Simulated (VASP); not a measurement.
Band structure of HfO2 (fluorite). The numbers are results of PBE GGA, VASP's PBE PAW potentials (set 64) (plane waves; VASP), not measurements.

Unless said otherwise, spin-orbit coupling is left out, though it shifts the bands of the heavy elements here.

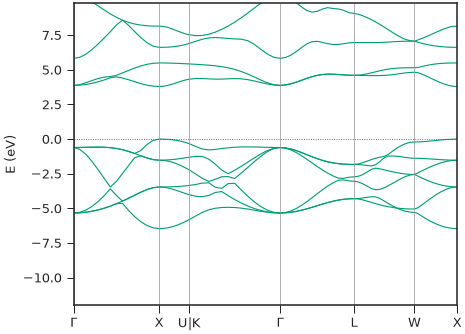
Bands along high-symmetry lines, zero at the valence-band maximum or, without a gap, the Fermi level

Question: Read the plot: is there a gap, and where are the band edges?

Answer: The gap is direct, 3.80 eV, from the valence maximum at X to the conduction minimum at X. (Edges off the drawn lines would not show.)

The compound is HfO2 in the fluorite structure, the high-temperature cubic form, which is unstable at 0 K; the monoclinic form is the stable one. It was relaxed first.
